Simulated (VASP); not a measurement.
Band structure of BN (hex). Computed with optB88-vdW, VASP's PBE PAW potentials (set 64) (plane waves; VASP 6.6.1).

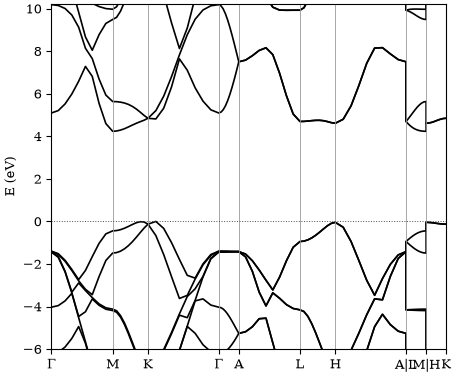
Figure: Bands along high-symmetry lines, zero at the valence-band maximum or, without a gap, the Fermi level

Problem. Read the plot: is there a gap, and where are the band edges?

Solution. The gap is indirect, 4.24 eV, from the valence maximum at K-Γ at 0.11 to the conduction minimum at M. (Edges off the drawn lines would not show.)

The compound is BN in the hex structure. It was relaxed first.
